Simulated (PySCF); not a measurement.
# C5H11OP (SMILES CP1CCOCC1): what the fields show

Input

```
{"job": {"kind": "nmr", "xc": "PBE0", "basis": "pcSseg-1"}, "charge": 0, "multiplicity": 1}
C      2.428302    -0.372464    -0.069239
P      0.791882    -0.240060    -0.921311
C     -0.209907    -1.331128     0.210440
C     -1.681824    -0.931273     0.113686
O     -1.933689     0.367882     0.592129
C     -1.335859     1.374414    -0.188702
C      0.191387     1.343122    -0.141418
H      2.846010    -1.359164    -0.260278
H      2.333733    -0.219039     1.004949
H      3.102897     0.373516    -0.485246
H      0.133402    -1.226252     1.243284
H     -0.094922    -2.372488    -0.098022
H     -2.296688    -1.589247     0.734472
H     -2.017970    -1.016241    -0.932643
H     -1.710642     2.315795     0.223131
H     -1.673631     1.286427    -1.234198
H      0.529206     1.408966     0.896494
H      0.589553     2.193550    -0.699184
```

Command:

```sh
OMP_NUM_THREADS=1 python probes_run.py task.json out
```

Geometry: GFN2-xTB.

All numbers below come from PBE0/pcSseg-1, SCF density, gas phase, non-relativistic in PySCF.

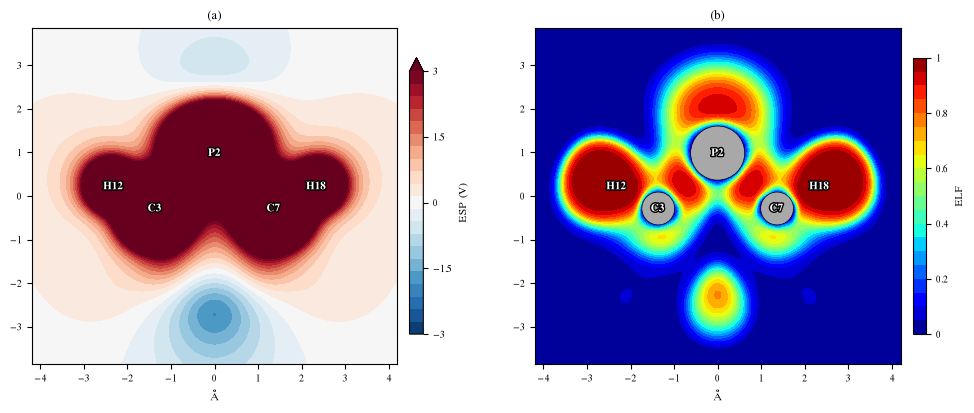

Figure 1. (a) molecular electrostatic potential; (b) electron localisation function on the plane of atoms C3, P2 and C7. Grey discs cover the atomic cores in the ELF map.

Question: Describe what can be read from this map.

Answer: Atoms in the plane: P, C and H.
C–P (1.86 Å): the ELF peaks at about 0.95 between the atoms: a covalent bond.
C–H (1.09 Å): the ELF climbs to about 1 towards the hydrogen, as it does in any bond to H: a covalent bond by its length.
The ELF also peaks beside P2, away from the bonds: lone-pair regions.
Outside the dense part of the molecule the potential is most negative (−1.9 V) near O5, which lies off the plane.

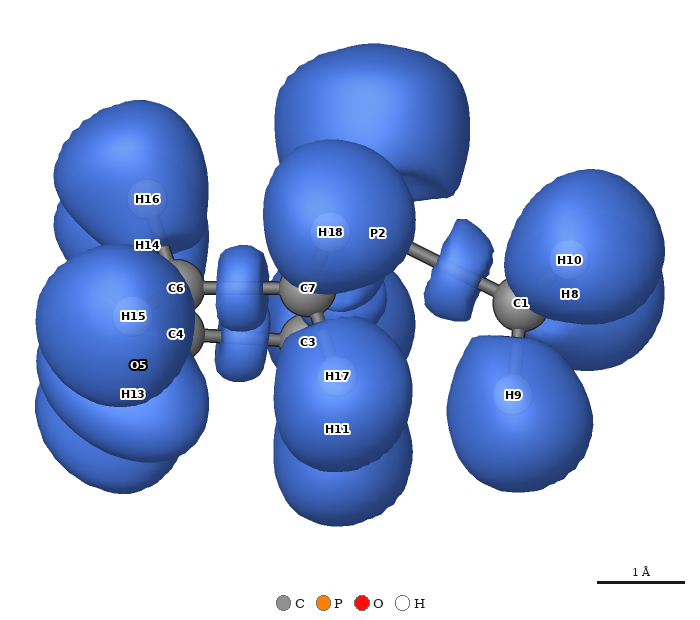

Figure 2. Isosurface of the electron localisation function at 0.75 (blue), seen from one side. Only the valence region is drawn (cores and ρ < 0.01 e/Å³ removed).

Question: Identify the bonds, lone pairs and shells in this picture.

Answer: At this value the surface marks out two regions between bonded C–C atoms (shared pairs), three regions between bonded C–P atoms (shared pairs), eleven regions around hydrogen nuclei, one region on O in which the atom's valence shell and bonds are merged and one lobe on P, pointing away from the bonds (lone pairs).


C–O (1.41 Å): the ELF peaks at about 0.90 between the atoms; a polar covalent bond. C–C (1.53 Å): the ELF peaks at about 0.95 between the atoms; a shared electron pair.

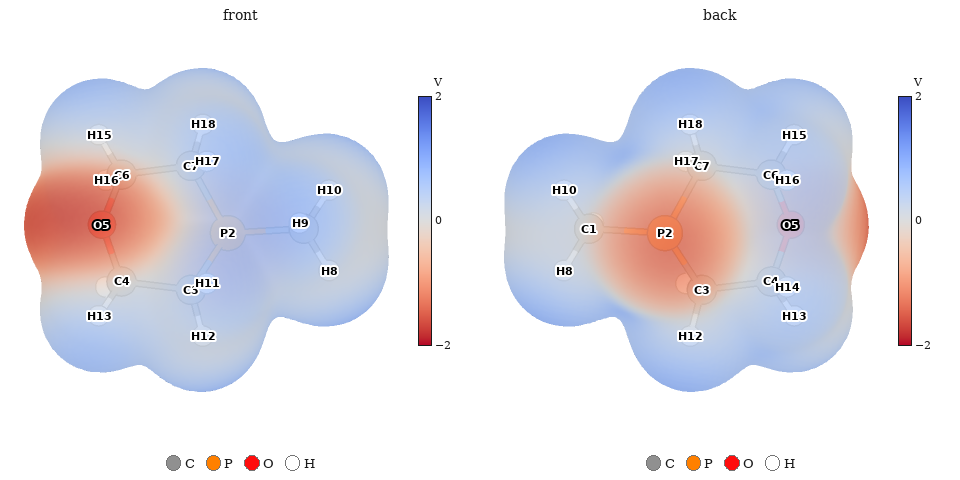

Figure 3. The electrostatic potential painted on the density surface at 0.002 e/bohr³, seen from the front and from behind; the colour scale runs from red (negative) to blue (positive).

Question: Describe the electrostatic potential map.

Answer: The most negative region (about −1.6 V) lies over O5, the most positive (about +0.8 V) over the H atoms. O5 is the likeliest acceptor of a hydrogen bond.

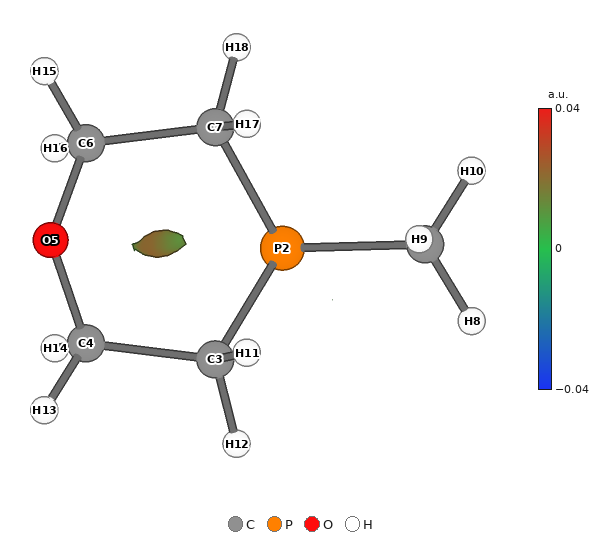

Figure 4. Non-covalent interaction (NCI) plot: the surface where the reduced density gradient is 0.5, for densities under 0.05 a.u., coloured by sign(λ₂)ρ; seen across its widest extent.

Question: What holds or crowds the atoms apart from the covalent bonds?

Answer: Inside the ring or cage of P2, C3, C4, O5, C6 and C7: steric crowding (red).
